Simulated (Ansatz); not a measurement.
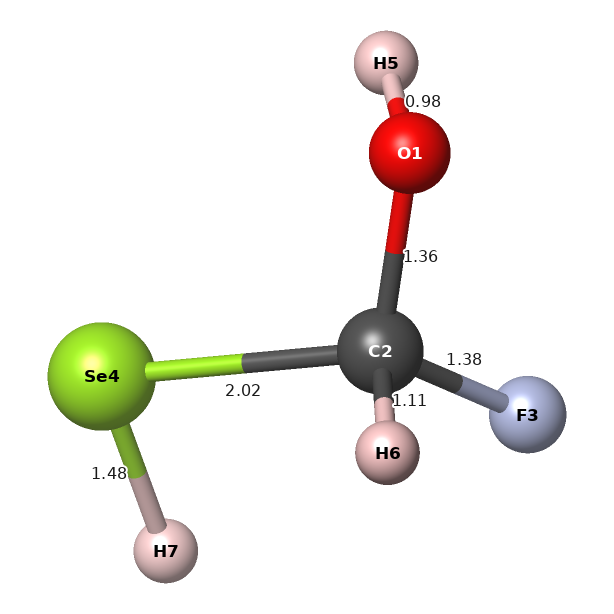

The numbers beside the sticks are distances in Å. Sticks don't show bond order. The computed structure is the end point of a PBE-D4/def2-SVP optimisation. No frequency run is at hand to confirm it as a minimum.

> Which of the marked bonds are single, double, triple or aromatic?

O1–C2 single; O1–H5 single; C2–F3 single; C2–Se4 single; C2–H6 single; Se4–H7 single.

> Write the SMILES.

O[C@H](F)[SeH]
